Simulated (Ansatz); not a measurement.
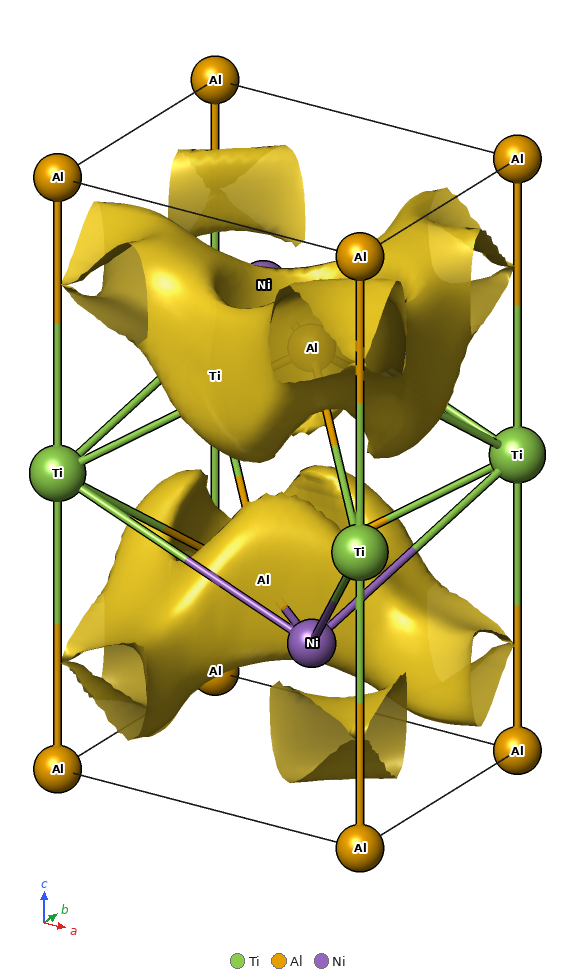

The picture shows: TiAl$_{3}$Ni$_{2}$. Isosurface of the ELF at 0.55 (yellow), seen slightly off an axis. Core shells and regions of very low density are left out. Sticks mark near contacts.

Space group P-3m1; a structure generated by program, which may or may not match a known phase; computed without spin polarisation.

The calculation used DFT PBE, scalar-relativistic, plane waves, PAW in Ansatz 0.2.0.

### Where are the electrons localised?

The surface consists of sheets that run through the cell in two directions, counted in one cell of 6 atoms. Regions shared between cells count once.

Values along the shortest contacts:
Al–Ni (2.42 Å): the ELF peaks at about 0.65 between the atoms. Ti–Al (2.71 Å): the ELF is about 0.30 at the midpoint.
